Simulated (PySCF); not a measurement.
The calculation's input:

```
{"job": {"kind": "nmr", "xc": "PBE0", "basis": "pcSseg-1"}, "charge": 0, "multiplicity": 1}
C     -2.707170     0.655915    -0.259268
C     -1.543672    -0.274375    -0.318288
C     -0.695949    -0.498170     0.678864
Si     0.775220    -1.656078     0.608237
S      2.462355    -0.680113     1.543917
Si     2.761127     1.077540     0.361730
H     -2.639111     1.395600    -1.056758
H     -2.751843     1.169116     0.698325
H     -3.634969     0.102869    -0.406098
H     -1.415866    -0.792299    -1.260847
H     -0.853995     0.035954     1.610239
H      0.609668    -2.846574     1.430520
H      1.139273    -1.974707    -0.770308
H      3.220704     0.677431    -0.963398
H      1.498690     1.800773     0.257174
H      3.767940     1.816061     1.102033
```

Command:

```sh
OMP_NUM_THREADS=1 python probes_run.py task.json out
```

Geometry: GFN2-xTB.

The calculation used PBE0/pcSseg-1, SCF density, gas phase, non-relativistic in PySCF 2.14.0.

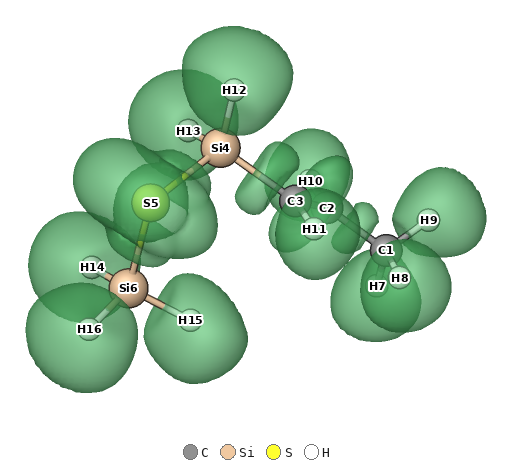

C₃H₁₀SSi₂ (SMILES C/C=C/[SiH2]S[SiH3]). Isosurface of the ELF at 0.75 (green), seen at a tilt. Core shells and regions of very low density are left out.

**Where are the electrons localised?**

The surface consists of two regions between bonded C–C atoms (shared pairs), one region between bonded C–Si atoms (shared pairs), ten regions around hydrogen nuclei and one region on S in which the atom's valence shell and bonds are merged. Profiles from the grid: C–C (1.33 Å): the ELF peaks at about 0.90 between the atoms: a multiple bond. C–Si (1.87 Å): the ELF peaks at about 0.95 between the atoms, as expected for a shared electron pair.
